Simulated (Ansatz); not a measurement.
# Nudged elastic band, with input and output: C₃H₆BN (part 2 of 2)

Continued. System: C₃H₆BN, SMILES BNC=C=C. Method: RKS BHLYP-D4/def2-SVP (Ansatz 0.2.0). It belongs to a series of runs on one base structure; here: band between the two ends.

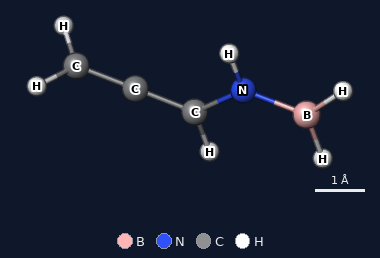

Fig. 1: The starting structure (ball-and-stick view, seen at a tilt).

The last band as extended XYZ, continued
```
11
Properties=species:S:1:pos:R:3:forces:R:3 image=5 energy=-5366.78942
B    -0.7379    0.8190    1.7361    0.0029  -0.0162  -0.0047
N     0.2309    1.0235    0.7634   -0.0120   0.0028  -0.0007
C     0.1706    0.6470   -0.6014    0.0140   0.0187  -0.0065
C     0.2826   -0.5802   -1.0272    0.0049  -0.0022   0.0118
C     0.4007   -1.7931   -1.4775   -0.0254   0.0056   0.0051
H    -0.5195    1.2174    2.8466   -0.0032  -0.0051  -0.0015
H    -1.7643    0.2748    1.4448    0.0137  -0.0404   0.0020
H     1.0700    1.5256    1.0064   -0.0024   0.0417  -0.0045
H     0.0235    1.4471   -1.3268    0.0277   0.0076  -0.0093
H     1.3717   -2.1939   -1.7594   -0.0097  -0.0090   0.0161
H    -0.4630   -2.4442   -1.5842   -0.0106  -0.0036  -0.0078
11
Properties=species:S:1:pos:R:3:forces:R:3 image=6 energy=-5366.85404
B    -0.5110    0.6314    1.8041    0.0080  -0.0158  -0.0086
N    -0.0149    1.1907    0.6316   -0.0066   0.0212   0.0071
C    -0.0825    0.6748   -0.6780   -0.0004   0.0110  -0.0143
C     0.2236   -0.5458   -1.0227    0.0101  -0.0012   0.0061
C     0.5366   -1.7485   -1.4023   -0.0115  -0.0004   0.0061
H    -0.3334    1.2262    2.8305   -0.0042  -0.0076  -0.0026
H    -1.1162   -0.4003    1.7598    0.0385  -0.0289  -0.0040
H     0.4354    2.0905    0.6787   -0.0321   0.0189  -0.0003
H    -0.4277    1.3661   -1.4460    0.0253   0.0100  -0.0109
H     1.5406   -1.9807   -1.7516   -0.0073  -0.0133   0.0220
H    -0.1853   -2.5615   -1.3834   -0.0198   0.0060  -0.0006
11
Properties=species:S:1:pos:R:3:forces:R:3 image=7 energy=-5366.89599
B    -0.1670    0.6376    1.8092    0.0055  -0.0008   0.0013
N    -0.3917    1.2020    0.5564   -0.0063   0.0077   0.0030
C    -0.4306    0.5694   -0.6978    0.0006  -0.0016  -0.0091
C     0.1495   -0.5571   -1.0124    0.0029  -0.0007   0.0061
C     0.7141   -1.6773   -1.3516   -0.0019   0.0005   0.0026
H    -0.1473    1.3690    2.7588   -0.0026  -0.0034   0.0003
H    -0.0159   -0.5445    1.9107    0.0160  -0.0042  -0.0045
H    -0.5573    2.1923    0.4996   -0.0142   0.0012   0.0004
H    -1.0151    1.0843   -1.4577    0.0085   0.0048  -0.0038
H     1.7104   -1.6991   -1.7890   -0.0002  -0.0044   0.0067
H     0.2161   -2.6336   -1.2054   -0.0083   0.0007  -0.0029
11
Properties=species:S:1:pos:R:3:forces:R:3 image=8 energy=-5366.90438
B     0.0331    0.7577    1.7625    0.0077   0.0003   0.0004
N    -0.6246    1.0992    0.5827   -0.0049   0.0061   0.0027
C    -0.5838    0.4628   -0.6688   -0.0007   0.0105  -0.0061
C     0.1110   -0.5947   -0.9907   -0.0067  -0.0020  -0.0008
C     0.7867   -1.6470   -1.3441    0.0034  -0.0083  -0.0018
H    -0.1464    1.4500    2.7246   -0.0014  -0.0043  -0.0062
H     0.7502   -0.1995    1.7913   -0.0093   0.0079  -0.0019
H    -1.2218    1.9077    0.5861    0.0083  -0.0110   0.0026
H    -1.2069    0.9229   -1.4326    0.0045  -0.0084   0.0085
H     1.7933   -1.5668   -1.7510   -0.0053  -0.0013   0.0055
H     0.3744   -2.6493   -1.2395    0.0044   0.0107  -0.0029
```

The run was set up as follows.

Input
```yaml
crystal:
  periodic: [false, false, false]
  atoms:
    - { symbol: B, position_ang: [-0.579758, 1.542414, 1.695842] }
    - { symbol: "N", position_ang: [-0.036515, 0.49009, 0.966139] }
    - { symbol: C, position_ang: [-0.289956, 0.197325, -0.376736] }
    - { symbol: C, position_ang: [0.236926, -0.792472, -1.046836] }
    - { symbol: C, position_ang: [0.757081, -1.774558, -1.722763] }
    - { symbol: H, position_ang: [-0.266436, 1.668022, 2.844774] }
    - { symbol: H, position_ang: [-1.343524, 2.29101, 1.154235] }
    - { symbol: H, position_ang: [0.606757, -0.14483, 1.409654] }
    - { symbol: H, position_ang: [-0.987482, 0.874146, -0.862939] }
    - { symbol: H, position_ang: [1.689401, -1.656785, -2.272261] }
    - { symbol: H, position_ang: [0.278806, -2.75136, -1.768409] }
basis:
  gaussian: { orbitals: def2-SVP }
hamiltonian:
  xc: { name: BHLYP }
  dispersion: d4
neb:
  order_check: false
  images: 7
  f_tol: 0.05
  max_iterations: 60
  final_atoms:
    - { symbol: B, position_ang: [0.03314933, 0.75768326, 1.76253713] }
    - { symbol: "N", position_ang: [-0.62463971, 1.09921398, 0.58274586] }
    - { symbol: C, position_ang: [-0.58375371, 0.4628457, -0.66875349] }
    - { symbol: C, position_ang: [0.11104535, -0.59471711, -0.99070011] }
    - { symbol: C, position_ang: [0.78671911, -1.64702106, -1.3440628] }
    - { symbol: H, position_ang: [-0.14643623, 1.45000307, 2.72463359] }
    - { symbol: H, position_ang: [0.7501506, -0.19951106, 1.79129566] }
    - { symbol: H, position_ang: [-1.22178267, 1.90769447, 0.58613307] }
    - { symbol: H, position_ang: [-1.20686654, 0.92293692, -1.43262428] }
    - { symbol: H, position_ang: [1.79329031, -1.56680848, -1.75097961] }
    - { symbol: H, position_ang: [0.37442416, -2.6493177, -1.23952502] }
  initial_path:
    images:
      - { positions_ang: [[-0.579758, 1.542414, 1.695842], [-0.036515, 0.49009, 0.966139], [-0.289956, 0.197325, -0.376736], [0.236926, -0.792472, -1.046836], [0.757081, -1.774558, -1.722763], [-0.266436, 1.668022, 2.844774], [-1.343524, 2.29101, 1.154235], [0.606757, -0.14483, 1.409654], [-0.987482, 0.874146, -0.862939], [1.689401, -1.656785, -2.272261], [0.278806, -2.75136, -1.768409]] }
      - { positions_ang: [[-0.65446285, 1.40539861, 1.68128384], [0.0683892, 0.56649599, 0.94797068], [-0.11548052, 0.30641321, -0.41776957], [0.2866914, -0.7458559, -1.04380604], [0.64246479, -1.77629567, -1.68520003], [-0.44205882, 1.52479631, 2.83344679], [-1.49469636, 1.97391742, 1.12285017], [0.77218173, 0.09777475, 1.41909719], [-0.60698455, 1.02784969, -0.93261622], [1.35094822, -1.71710173, -2.35554499], [0.25830775, -2.72039068, -1.54901184]] }
      - { positions_ang: [[-0.72916771, 1.26838323, 1.66672569], [0.1732934, 0.64290198, 0.92980236], [0.05899496, 0.41550143, -0.45880313], [0.3364568, -0.69923981, -1.04077608], [0.52784858, -1.77803333, -1.64763705], [-0.61768164, 1.38157062, 2.82211959], [-1.64586871, 1.65682483, 1.09146535], [0.93760646, 0.3403795, 1.42854038], [-0.22648709, 1.18155339, -1.00229343], [1.01249544, -1.77741847, -2.43882898], [0.23780951, -2.68942137, -1.32961467]] }
      - { positions_ang: [[-0.80387256, 1.13136784, 1.65216753], [0.27819761, 0.71930797, 0.91163403], [0.23347044, 0.52458964, -0.4998367], [0.3862222, -0.65262371, -1.03774613], [0.41323237, -1.779771, -1.61007408], [-0.79330446, 1.23834494, 2.81079238], [-1.79704107, 1.33973225, 1.06008052], [1.10303119, 0.58298424, 1.43798356], [0.15401036, 1.33525708, -1.07197065], [0.67404266, -1.8377352, -2.52211297], [0.21731126, -2.65845205, -1.11021751]] }
      - { positions_ang: [[-0.87857741, 0.99435246, 1.63760938], [0.38310181, 0.79571397, 0.89346571], [0.40794592, 0.63367785, -0.54087026], [0.4359876, -0.60600762, -1.03471617], [0.29861617, -1.78150866, -1.57251111], [-0.96892728, 1.09511925, 2.79946518], [-1.94821343, 1.02263966, 1.0286957], [1.26845592, 0.82558899, 1.44742675], [0.53450781, 1.48896077, -1.14164786], [0.33558988, -1.89805193, -2.60539696], [0.19681301, -2.62748273, -0.89082035]] }
      - { positions_ang: [[-0.65064573, 0.93518516, 1.66884132], [0.13116643, 0.87158897, 0.81578575], [0.16002102, 0.59096981, -0.57284107], [0.35475204, -0.60318499, -1.02371215], [0.4206419, -1.74788676, -1.51539903], [-0.76330452, 1.1838402, 2.78075728], [-1.27362242, 0.71710198, 1.21934569], [0.64589627, 1.09611536, 1.23210333], [0.09916422, 1.34745481, -1.21439197], [0.70001499, -1.81524107, -2.39179262], [0.2412158, -2.63294147, -0.97799652]] }
      - { positions_ang: [[-0.42271404, 0.87601786, 1.70007326], [-0.12076895, 0.94746397, 0.73810578], [-0.08790389, 0.54826177, -0.60481188], [0.27351647, -0.60036236, -1.01270814], [0.54266764, -1.71426486, -1.45828695], [-0.55768176, 1.27256116, 2.76204938], [-0.59903141, 0.4115643, 1.40999568], [0.02333662, 1.36664173, 1.01677991], [-0.33617936, 1.20594885, -1.28713607], [1.0644401, -1.73243021, -2.17818829], [0.28561859, -2.63840022, -1.06517269]] }
      - { positions_ang: [[-0.19478236, 0.81685056, 1.73130519], [-0.37270433, 1.02333897, 0.66042582], [-0.3358288, 0.50555374, -0.63678268], [0.19228091, -0.59753974, -1.00170412], [0.66469337, -1.68064296, -1.40117488], [-0.35205899, 1.36128212, 2.74334149], [0.07555959, 0.10602662, 1.60064567], [-0.59922302, 1.6371681, 0.80145649], [-0.77152295, 1.06444289, -1.35988017], [1.42886521, -1.64961934, -1.96458395], [0.33002137, -2.64385896, -1.15234885]] }
      - { positions_ang: [[0.03314933, 0.75768326, 1.76253713], [-0.62463971, 1.09921398, 0.58274586], [-0.58375371, 0.4628457, -0.66875349], [0.11104535, -0.59471711, -0.99070011], [0.78671911, -1.64702106, -1.3440628], [-0.14643623, 1.45000307, 2.72463359], [0.7501506, -0.19951106, 1.79129566], [-1.22178267, 1.90769447, 0.58613307], [-1.20686654, 0.92293692, -1.43262428], [1.79329031, -1.56680848, -1.75097961], [0.37442416, -2.6493177, -1.23952502]] }
```

Run as:
```bash
ansatz run input.yaml --threads 2 --pin off --max-ram 3072MiB --backend cpu --events-out ev --progress --plain --runs-dir out
```

Summary

- outcome: converged
- barrier, forward: 0.271 eV
- barrier, backward: 0.146 eV
- hardware: 2 threads of Intel Xeon @ 2.50GHz (Skylake/Cascade Lake), 16 GiB of memory available, shared host
- wall time: 8.9 min (CPU time 17 min)
- peak memory: 0.23 GiB

Notes

The order of the saddle point was not checked.
